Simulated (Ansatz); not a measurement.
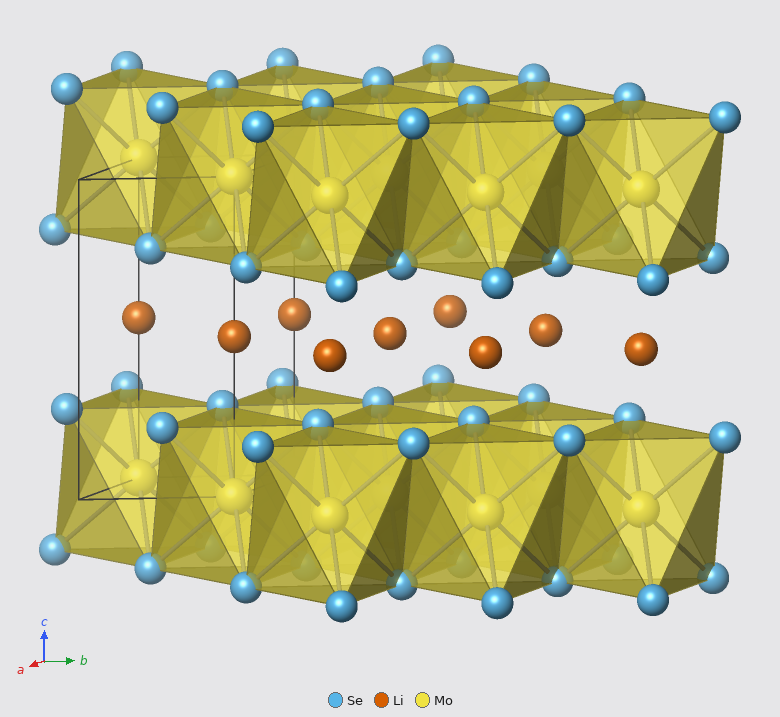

Polyhedra are drawn about Mo (bonds: Mo–Se below 2.9 Å); other atoms are plain spheres.

The compound is LiMoSe₂ (space group P-3m1, No. 164), taken as the end point of a relaxation with Ansatz 0.2.0, DFT, PAW plane waves, pbesol, spin-orbit; the starting structure was generated, so it need not be a known form of this composition.

Question: What figure surrounds each Mo atom, and what does it share with the other drawn polyhedra?

Answer: Mo: MoSe6 octahedron, sharing edges with six neighbours.

Question: What is the connectivity of the polyhedra: isolated, groups, chains, layers or framework?

Answer: They form layers of edge-sharing octahedra parallel to (001). Their corner atoms also have Li as close neighbours (those links are not drawn).
